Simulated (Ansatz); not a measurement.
## Ligand exchange: Si(CH3)(SiH3)F2 + Ti(CH3)2F2 → Si(SiH3)F3 + Ti(CH3)3F

Species: Si(CH3)(SiH3)F2, singlet; Ti(CH3)2F2, singlet; Si(SiH3)F3, singlet; Ti(CH3)3F, singlet. The partners trade CH3 for F: Si–CH3 and Ti–F bonds give way to Si–F and Ti–CH3.

Shapes, held fixed at every level: PBE0-D4/def2-TZVP. Programs: Ansatz 0.2.0. The zero-point and thermal change to 298 K, harmonic and unscaled (PBE0-D4/def2-TZVP), is -4.3 kJ/mol.

```csv
level,kind,ΔH(298 K) (kJ/mol),less CCSD(T)/def2-TZVPP
SPW92/def2-TZVPP,LDA,+84.3,+15.3
PBE-D4/def2-TZVPP,GGA,+84.9,+15.9
B3LYP-D4/def2-TZVPP,global hybrid,+74.0,+5.0
BHLYP-D4/def2-TZVPP,global hybrid,+68.5,-0.5
MP2/def2-TZVPP,perturbation theory,+65.8,-3.2
CCSD/def2-SVP,coupled cluster or CI,+94.4,+25.4
CCSD/def2-TZVPP,coupled cluster or CI,+67.4,-1.6
CCSD(T)/def2-TZVPP,coupled cluster or CI,+69.0,0.0
```

The highest level, CCSD(T)/def2-TZVPP, gives ΔH(298 K) = +69.0 kJ/mol; the levels span +65.8 to +94.4. The column of differences is taken from that level and isn't an error. No measured value is set beside it here. Outer-core shells of Ti are correlated, in sets that cover them unevenly.

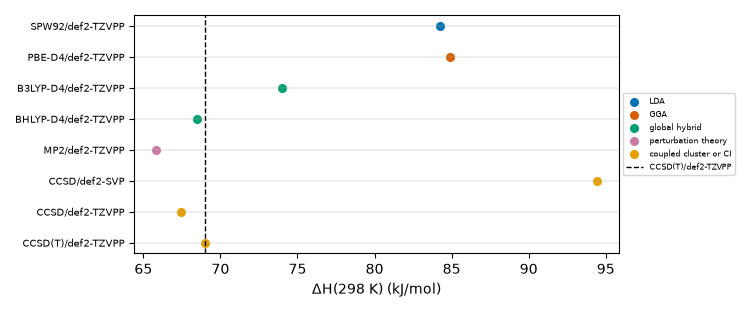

The values of the table, level by level.
